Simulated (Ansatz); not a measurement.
AlPH6: several calculations on one system

Part 1: Relaxation

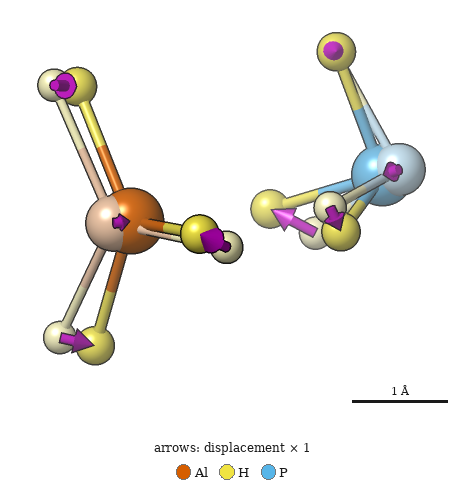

A relaxation of AlPH₆. The starting structure is drawn faded, the final one solid; purple arrows show the displacements, at their true length. The two geometries are superimposed by the best rigid fit.

A ball-and-stick model, seen at a tilt.

The run prepares an end point of a later path (reaction) calculation, from a guessed geometry.

Method: Ansatz 0.2.0, RKS r2SCAN-D4/def2-SVP. Settings: no spin polarisation; force threshold 0.03 eV/Å; at most 50 steps.

### What did the optimiser do to the structure, and how much energy did it gain?

An H atom moves most after the best rigid fit: 0.54 Å. By element the largest moves are H 0.54 Å, P 0.24 Å, Al 0.19 Å. Near-neighbour distances that change, for instance: Al–P 3.472 → 3.208 Å, Al–H 2.334 → 2.272 Å, Al–H 1.569 → 1.594 Å, H–P 1.434 → 1.443 Å. The energy falls by 0.140 eV in 15 accepted moves (17 points after the start). Largest force component: 0.41 eV/Å at the start, 0.026 eV/Å at the end. The line search rejected the trial steps at points 5, 14 of the run. The forces were under the threshold at step 8, but the run went on from there.

Part 2: Relaxation

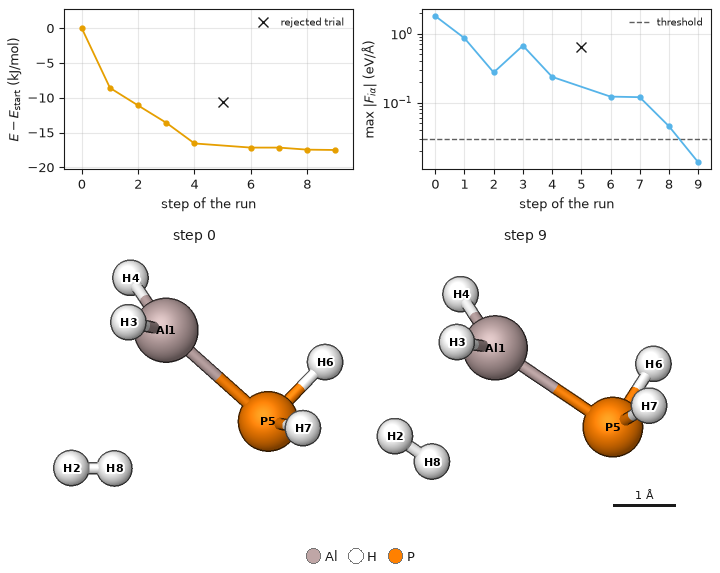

First and last geometry of a relaxation of AlPH6, with the history of the run. Style: ball-and-stick. Shown at a tilt.

The run prepares an end point of a later path (reaction) calculation, from a guessed geometry.

Computed with Ansatz, RKS r2SCAN-D4/def2-SVP.

Input
```yaml
crystal:
  periodic: [false, false, false]
  atoms:
    - { symbol: Al, position_ang: [0.043196, -0.614591, -0.295429] }
    - { symbol: H, position_ang: [0.076817, 0.298011, 2.306393] }
    - { symbol: H, position_ang: [1.382224, 0.207558, -0.549292] }
    - { symbol: H, position_ang: [-1.37002, -0.018003, -0.717475] }
    - { symbol: P, position_ang: [0.028616, -2.640536, 0.782728] }
    - { symbol: H, position_ang: [-0.571349, -3.373578, -0.283023] }
    - { symbol: H, position_ang: [1.37083, -3.035732, 0.480959] }
    - { symbol: H, position_ang: [-0.012614, -0.401028, 2.161139] }
basis:
  gaussian: { orbitals: def2-SVP }
hamiltonian:
  xc: r2scan
  dispersion: d4
relax:
  f_tol: 0.03
  max_steps: 50
```

Launched with:
```bash
ansatz run input.yaml --threads 1 --pin off --max-ram 2048MiB --backend cpu --events-out ev --progress --plain --runs-dir out
```

Q: Did the run converge, and what did it change?

A: It converged. The largest move after the best rigid fit is that of H2, 0.54 Å. Largest moves by element: H 0.54 Å, Al 0.29 Å, P 0.28 Å. Some distances before and after: Al1–H2 2.757 → 2.219 Å, Al1–H8 2.466 → 2.212 Å, Al1–P5 2.295 → 2.348 Å, H2–H8 0.720 → 0.767 Å. Among the angles between lasting bonds that change: Al1–P5–H7 98.0° → 94.0°, Al1–P5–H6 96.0° → 93.4°, H3–Al1–P5 122.4° → 119.8°. Over 8 accepted moves (9 points after the start) the energy falls by 17.5 kJ/mol. The largest force component goes from 1.8 to 0.014 eV/Å. The line search rejected the trial step at point 5 of the run. Cost: 30 s on 1 thread of Arm Neoverse V1 (shared host), peak memory 0.12 GiB.

Limits of the set-up: the start holds two separate molecules, 2.5 Å apart at their closest, whose relative position is a soft coordinate.

Part 3: Path

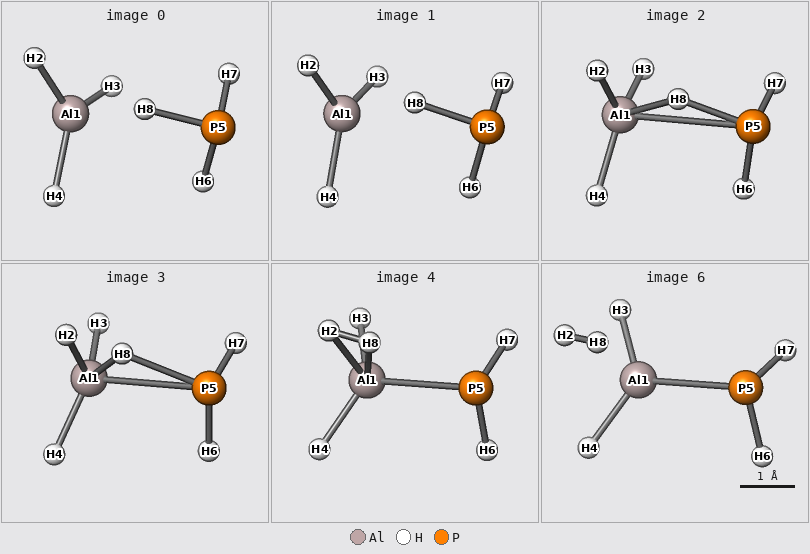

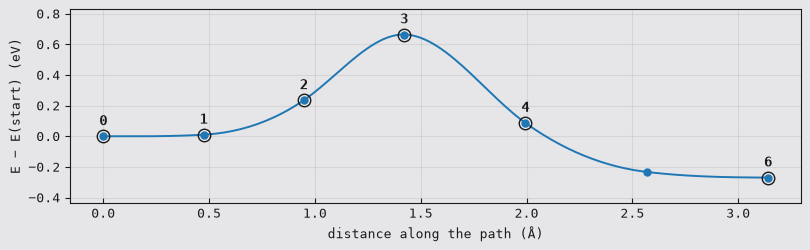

NEB run on AlPH6, made up at the start of AlH3 and PH3. Images are numbered from 0 (start) to 6 (end). Style: ball-and-stick. Shown at a tilt.

Theory: RKS r2SCAN-D4/def2-SVP in Ansatz. Settings: 5 movable images; climbing image; force threshold 0.03 eV/Å; iteration limit 60; starting path through a guess of the saddle point.

Question: Read off the barrier and say what moves.

Answer: Forward barrier 0.66 eV, backward barrier 0.93 eV, with image 3 at the top; the reaction energy is −0.27 eV. Breaking: Al1–H2 (1.59 → 1.71 at the top → 2.22 Å), P5–H8 (1.44 → 1.78 at the top → 3.02 Å). Forming: Al1–P5 (3.21 → 2.63 at the top → 2.35 Å), H2–H8 (2.43 → 1.12 at the top → 0.77 Å). The band is converged. At the top, the vibrational analysis gives one imaginary mode (1021i cm⁻¹), as a transition state must have.

Limits of the set-up: the start holds two separate molecules, 2.3 Å apart at their closest, whose relative position is a soft coordinate.

Cost: 2.2 min on 1 thread of Arm Neoverse V1 (shared host), peak memory 0.12 GiB.
